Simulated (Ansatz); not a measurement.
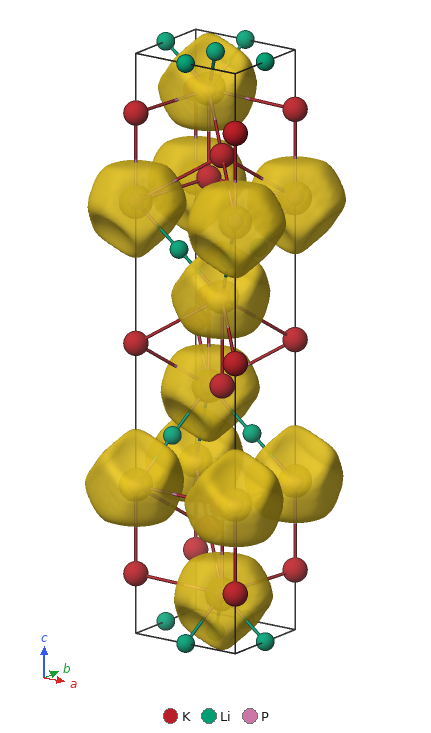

The picture shows: K₃Li₃P₂. Isosurface of the ELF at 0.65 (yellow), seen slightly off an axis. Core shells and regions of very low density are left out. Sticks mark near contacts.

Space group R-3m; a generated structure, not necessarily the stable one.

Level of theory: Ansatz 0.2.0, DFT r2SCAN, scalar-relativistic, plane waves, PAW.

Core electrons are frozen (PAW), and the valence fields are smoothed inside the atomic spheres.

Describe the localisation domains.

At this value the surface marks out six regions wrapped around P (the valence shell of each), counted in one cell of 24 atoms. Regions shared between cells count once.

Values along the shortest contacts:
Li–P (2.39 Å): the ELF peaks at about 0.85 in the valence shell of P, 1.0 Å from its nucleus, and is about 0.80 at the midpoint. K–P (3.28 Å): the ELF peaks at about 0.90 in the valence shell of P, 1.0 Å from its nucleus, and drops to about 0.05 between the two atoms: no localised pair shows between them.

What Bader charges does the calculation give?

Electrons move from K and Li towards P. Bader charges: K +0.75, Li +0.84 and P −2.39 e.
